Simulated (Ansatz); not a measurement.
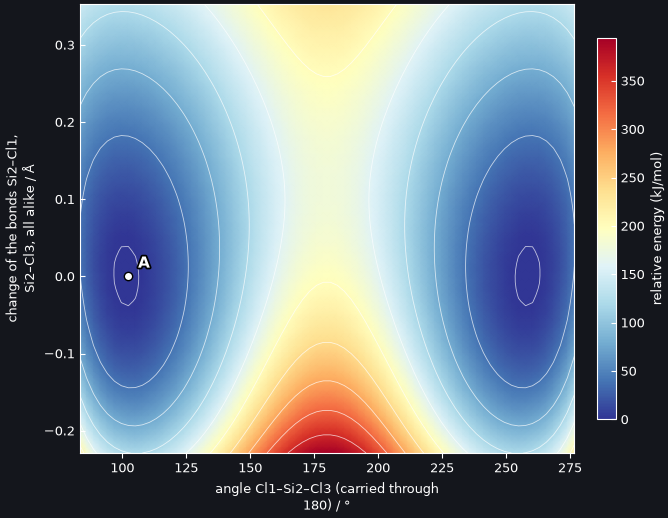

Cl2Si, SMILES Cl[Si]Cl. 
- The first coordinate is: angle Cl1–Si2–Cl3 (carried through 180); the second: change of the bonds Si2–Cl1, Si2–Cl3, all alike.
- Nothing is relaxed (all other coordinates rigid).
- The grid has 15 × 15 points; 120 points were computed and 105 follow by symmetry.
- Points are written as (first, second).
- Energies: kJ/mol, counted from the lowest grid point.
- Computed with RKS PBE0-D4/def2-TZVP in Ansatz 0.2.0.

Drawn: a smooth colour map with a few white contour lines, the point A. Between grid points the surface is interpolated.

What is the easiest way out of the well at A, and how high is the barrier?

The easiest path leads from the well at about (102°, 0.00 Å) to a well of about the same depth at about (258°, 0.00 Å). Its highest point lies about 182 kJ/mol above the bottom of the first well on the interpolated surface, at about (180°, 0.12 Å). The start is the relaxed structure and all else is held, so a fully relaxed path at this level can only be lower.

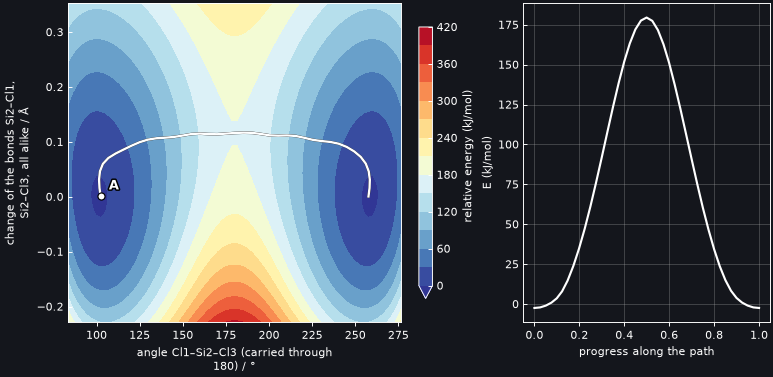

In the figure: filled contours, a line along the lowest path, the energy along the path at the right. Between grid points the surface is interpolated.
